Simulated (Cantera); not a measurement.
Input: 1 mol AlCl3, 0.74 mol HCl, 71 mol N2, held at 3500 Pa.

Cantera equilibrium calculation (NASA polynomials, part measured and part estimated; ideal gas, pure solids and liquids). Candidate condensed phases: Al, AlCl3, AlN, NH4Cl; 20 gas species. The tables' values for AlCl2 are old estimates; treat these amounts as uncertain. The numbers say what is thermodynamically allowed, not how fast it happens.

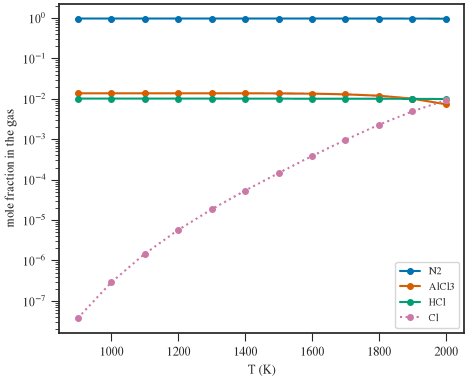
*Equilibrium gas composition (values under 1e-9 drawn at 1e-9)*

Question: Read off the mole fractions at 1200 K.

Answer: N2 about 0.98, AlCl3 about 0.014, HCl about 0.010, Cl about 5.7e-6.
